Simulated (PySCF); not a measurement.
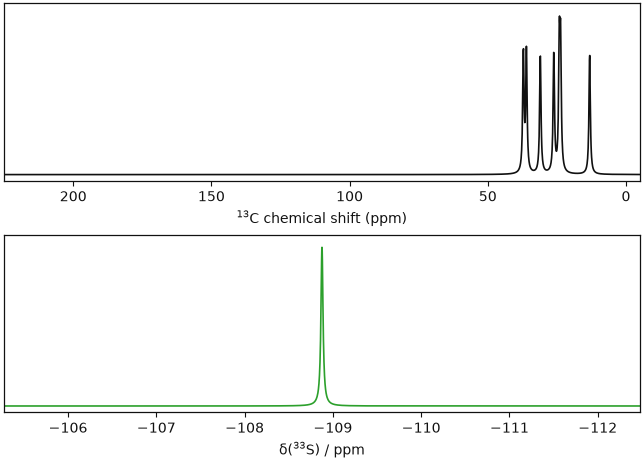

GIAO shifts, PBE0/pcSseg-1 (IEF-PCM dimethylsulfoxide) with PySCF 2.14.0, at a PBE0-D3(BJ)/def2-SVP geometry (no frequency check), against TMS for ¹³C and CS₂ for ³³S computed at the same level. fully decoupled, line heights follow the number of nuclei, widths are arbitrary (no quadrupolar broadening); values of one conformer, averaged over methyl-type rotors and exact or near symmetry; other conformers aren't averaged in.

Which molecule was computed?
A. C₄H₈O₃S (1,3-butanesultone), SMILES C[C@H]1CCS(=O)(=O)O1
B. C₇H₁₄S, SMILES CC(C)[C@@H]1C[C@H]1CS

B. Its ¹³C signals: 37.1 (1 C), 36.0 (1 C), 31.0 (1 C), 26.1 (1 C), 24.1 (1 C), 23.7 (1 C), 13.1 (1 C) ppm. Its ³³S signals: −108.9 (1 S) ppm.
